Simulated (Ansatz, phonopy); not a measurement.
# Grüneisen parameters and expansion of Mg3SiO (hypothetical, Pm-3m), part 4 of 4

Aim: how the vibrations of Mg3SiO (hypothetical) shift with volume, and the expansion that follows. The crystal structure is hypothetical: it was made by swapping elements on a known structure type.

Ansatz 0.2.0; DFT PBEsol, scalar-relativistic, plane waves, PAW.

So far. Step 14 (A cell at another volume, V/V0 0.97): The run ends at a pressure of 2.74 GPa. Step 15 (Lattice dynamics at this volume, V/V0 0.97): The lowest solved frequency is -37.7 cm⁻¹, so the cell is unstable here at these settings (gap near zero, smearing on, k-mesh not tested) and gives no valid free energy. The highest zone-centre mode (no LO–TO term) moved by +7.3 % for a volume change of -3.0 %.

## (16) A cell at another volume, V/V0 1.05

Symmetry fixes every atom, so a single point at the scaled cell gives the energy and pressure of this member.

The cell differs from the one that the last finished run ended in (a 4.147 → 4.258 Å, b 4.147 → 4.258 Å, c 4.147 → 4.258 Å).

input.yaml reads:

```yaml
crystal:
  lattice:
    - [4.2577914439, 0.0, 0.0]
    - [0.0, 4.2577914439, 0.0]
    - [0.0, 0.0, 4.2577914439]
  atoms:
    - { symbol: Mg, position: [0.0, 0.5, 0.5] }
    - { symbol: Mg, position: [0.5, 0.0, 0.5] }
    - { symbol: Mg, position: [0.5, 0.5, 0.0] }
    - { symbol: Si, position: [0.0, 0.0, 0.0] }
    - { symbol: O, position: [0.5, 0.5, 0.5] }
kpoints:
  mp_grid: { grid: [8, 8, 8] }
hamiltonian:
  xc: pbesol
scf:
  occupations: { method: methfessel_paxton, width: 0.2 }
output:
  forces: true
  stress: true
  eigenvalues: true
```

Launch:

```bash
ansatz run input.yaml --threads 4 --pin off --max-ram 16384MiB --backend cpu --events-out ev --progress --plain --runs-dir out
```

Numbers of over 12 decimals in the logs are rounded to 6 here.

The log of the run:

```text
[...]
Crystal: 5 atoms, lattice volume = 77.189 Å³
Basis set: ecut = 420 eV, 1503 PW (Γ), exchange–correlation on 60×60×60 points (8 copies of the dense FFT grid, shifted against one another)
Bands: 25, of which v1, the nominal top of the filled ones, is band 20 counted from 1 (19 counted from 0)
Symmetry: 48 space group operations
[...]
k-points: 35 of 512
[...]
k-point 0: bands = [... 16 lower, 2.1437, 7.7775, 7.7775, 7.7775, 8.8248, 8.8248, 9.6586, 13.8978, ... 1 higher]
  k-point 1: bands = [... 16 lower, 2.1639, 6.6907, 7.7544, 7.7544, 8.9362, 9.3868, 10.5945, 13.3688, ... 1 higher]
  k-point 2: bands = [... 16 lower, 2.2394, 5.3460, 7.6920, 7.6920, 9.2523, 9.9811, 12.5059, 12.6593, ... 1 higher]
  k-point 34: bands = [... 16 lower, 1.8395, 4.8935, 4.8935, 4.8935, 9.8607, 9.8607, 9.8607, 12.4940, ... 1 higher]
[key lines of the parts left out:]
SCF converged after 7 iterations
Free energy (F): -6921.098717 eV
Fermi energy:    8.241434 eV
P = ⅓ Tr σ = -3.7199 GPa (-37.199 kbar)
```

Elapsed: 1.1 s, on 4 threads of Arm Neoverse V1, shared host; peak memory 0.37 GiB.

The run ends at a pressure of -3.72 GPa.

## (17) Phonons, V/V0 1.05

The same q-mesh and k-mesh are kept at every volume, so that much of their error can cancel in the differences.

Edit input.yaml of step 16 so:

```diff
@@ -18,4 +18,11 @@
 output:
-  forces: true
-  stress: true
   eigenvalues: true
+phonons:
+  method: dfpt
+  qmesh: [4, 4, 4]
+  temperatures: { t_max: 1000, t_step: 50 }
+  qpath:
+    path:
+      - [[0.0, 0.0, 0.0], [0.0, 0.5, 0.0], [0.5, 0.5, 0.0], [0.0, 0.0, 0.0], [0.5, 0.5, 0.5], [0.0, 0.5, 0.0]]
+      - [[0.5, 0.5, 0.5], [0.5, 0.5, 0.0]]
+    npoints: 10
```

The log of the run:

```text
[...]
Crystal: 5 atoms, lattice volume = 77.189 Å³
Basis set: ecut = 420 eV, 1503 PW (Γ), exchange–correlation on 60×60×60 points (8 copies of the dense FFT grid, shifted against one another)
Bands: 25, of which v1, the nominal top of the filled ones, is band 20 counted from 1 (19 counted from 0)
Symmetry: 48 space group operations
k-points: 35 of 512
[...]
k-point 34: bands = [... 16 lower, 1.8395, 4.8935, 4.8935, 4.8935, 9.8607, 9.8607, 9.8607, 12.4940, ... 1 higher]
[...]
ASR residual: 3.600e-4 → 0.000e0 eV/Å²; symmetrization residual: 3.468e-6 eV/Å²
  ASR residual per site (eV/Å²): 3.60e-4 3.60e-4 3.60e-4 4.39e-6 2.03e-4
[...]
--- Phonons (arbitrary-q DFPT): 10 irreducible q on the 4×4×4 mesh ---
[...]
interpolated dispersion: 62 rows × 15 modes
[...]
[key lines of the parts left out:]
SCF converged after 10 iterations
Free energy (F): -6921.098717 eV
Fermi energy:    8.241451 eV
```

The job ended after 11 min (4 threads; peak memory 2.3 GiB; 44 min of CPU time).

The lowest solved frequency is -54.8 cm⁻¹, so the cell is unstable here at these settings (gap near zero, smearing on, k-mesh not tested) and gives no valid free energy. The highest zone-centre mode (no LO–TO term) moved by -11.5 % for a volume change of +5.0 %.

## (18) Mode Grüneisen parameters

This step: DFT PBEsol, scalar-relativistic, plane waves, PAW (phonopy 4.10.0).

Volume series, by row:

```
 V/V0  V (Å³/atom)  pressure (GPa)  E - E0 (meV/atom)  gap (eV)  zero-point energy (meV/atom)  lowest on the path (cm⁻¹)  highest at Gamma without the LO-TO term (cm⁻¹)
 0.97        14.26           2.742               3.67         0                             -                     -37.74                                           467.9
0.985        14.48           1.318              0.887         0                             -                     -42.21                                           451.8
    1         14.7           0.001                  0         0                             -                     -45.94                                           436.1
1.015        14.92          -1.218              0.852         0                             -                     -49.07                                           420.7
 1.03        15.14          -2.346              3.308         0                             -                     -51.77                                           405.5
 1.05        15.44           -3.72              8.925         0                             -                      -54.8                                           385.8
```

Optical frequency at Gamma without the LO-TO term against V/V0:

```
  V/V0  mode 4 (cm⁻¹)  mode 7 (cm⁻¹)  mode 10 (cm⁻¹)  mode 13 (cm⁻¹)
0.9700            181            220             310             468
0.9850            176            212             307             452
1.0000            172            203             303             436
1.0150            167            195             300             421
1.0300            163            186             297             406
1.0500            158            175             293             386
```

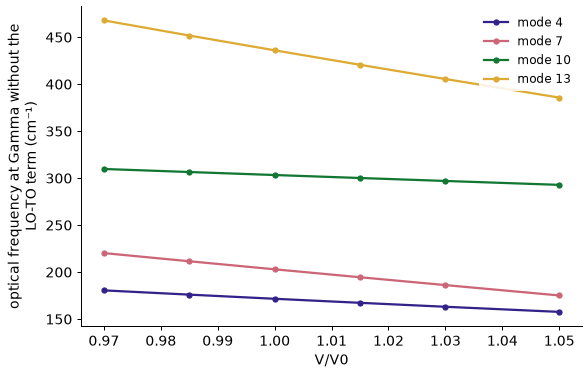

Optical frequency at Gamma without the LO-TO term against V/V0.

## (19) Results

| Item | Value |
| --- | --- |
| lowest frequency over the volumes | -54.8 cm⁻¹ |

In words: Imaginary modes appear at V/V0 = 0.97, 0.985, 1, 1.015, 1.03 and 1.05, so too few stable volumes remain for a free-energy fit. Mode Grüneisen parameters diverge near a vanishing branch and are not given. The gap is near zero in part of this series and the runs use smearing, so partly filled states at the band edge can make or hide a soft mode on these k-meshes; denser meshes were not tried. The softest solved mode at V/V0 = 1.05 is 55i cm⁻¹ at q = (0, -0.5, -0.5), and 3 of 10 solved wavevectors carry a mode beyond 8i cm⁻¹. In a metal soft modes also hang on the k-mesh and the smearing, which were not converged here. The program warned that a few bands missed the eigensolver's threshold in at least one of the runs. The PAW files were made for PBE and are used here under another functional, for which the program regenerates the frozen cores.

[Logs are printed without paths, hosts, clocks, repeated set-up lines and the standing remarks that a program may print on its own settings, such as how far it seeks lower states.]

[Hosts, paths, dates, database ids (printed as entryN), source tags and the programs' standing remarks are cut or masked in the printed files.]

[A step with changed settings may run another functional than the one named; its input shows which.]

[Of the runs on displaced cells, only some may be shown.]
